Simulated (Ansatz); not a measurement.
The relaxed structure here is a generated cell of TaGe2: the first start was made by a random draw of sites in a space group, and the end was not matched to a known phase here, so it may be hypothetical.

The end point of a relaxation of TaGe₂. Space group P4/mmm (No. 123). Method: r2SCAN (plane waves to 500 eV, PAW, scalar-relativistic; Ansatz, a first-principles code).

```cif
data_Ge2Ta
_chemical_formula_sum 'Ge2 Ta1'
_space_group_name_H-M_alt 'P 1'
_space_group_IT_number 1
_cell_length_a 3.51424
_cell_length_b 3.51424
_cell_length_c 5.05291
_cell_angle_alpha 90.000
_cell_angle_beta 90.000
_cell_angle_gamma 90.000
loop_
_space_group_symop_operation_xyz
  'x, y, z'
loop_
_atom_site_label
_atom_site_type_symbol
_atom_site_fract_x
_atom_site_fract_y
_atom_site_fract_z
_atom_site_occupancy
Ge1 Ge 0.50000 0.50000 0.00000 1
Ge2 Ge 0.00000 0.00000 0.00000 1
Ta1 Ta 0.50000 0.50000 0.50000 1
```

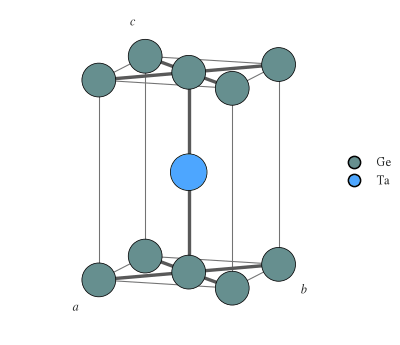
Figure: The conventional cell of the relaxed structure

```yaml
volume_per_atom: 20.80 Å³
band_gap: no gap (metallic)
shortest_distances: Ge–Ge 2.48 Å; Ge–Ta 2.53 Å; Ta–Ta 3.51 Å
k-mesh: 13×13×9
```

Band energies at high-symmetry points (eV from the Fermi level; labels of this space group; no spin-orbit coupling), from −5 eV up to 1.3 eV:

```json
[
 {"point": "Γ", "energies": "-4.20 -3.78 -2.18 -1.88 -1.88 -1.46 1.00 1.00"},
 {"point": "X", "energies": "-2.75 -1.88 -1.24 0.46 1.29"},
 {"point": "M", "energies": "-0.85 -0.85 -0.59 0.28 0.82"},
 {"point": "Z", "energies": "-2.59 -2.49 -2.49 -1.35 -1.19"},
 {"point": "R", "energies": "-4.77 -2.62 -1.60 -0.29 0.37 1.11"},
 {"point": "A", "energies": "-3.74 -2.53"}
]
```

No spin polarisation in the result. The relaxed primitive cell holds an odd number of electrons. A magnetic state may lie lower.

The run could not lower the symmetry of its start; a shaken copy of this end point relaxes with r2SCAN to I4/mmm (No. 139), 1.36 eV/atom lower.
